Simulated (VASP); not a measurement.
Band structure of CsBr (CsCl type). All values below come from RPBE GGA, VASP's PBE PAW potentials (set 64) (plane waves; VASP 6.6.1).

Unless said otherwise, spin-orbit coupling is left out, though it shifts the bands of the heavy elements here.

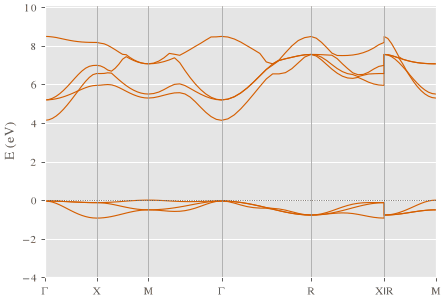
Fig. 1. Bands along high-symmetry lines, zero at the valence-band maximum or, without a gap, the Fermi level

Read the plot: is there a gap, and where are the band edges?

The gap is indirect, 4.14 eV, from the valence maximum at M to the conduction minimum at Γ. (Edges off the drawn lines would not show.)

Measured: gap 7.30 eV (computed value off by -3.16 eV), as given by Aguado et al., (1998), arXiv:cond-mat/9809176.

The compound is CsBr in the CsCl type structure. It was relaxed first, which changed the volume by +21 %.
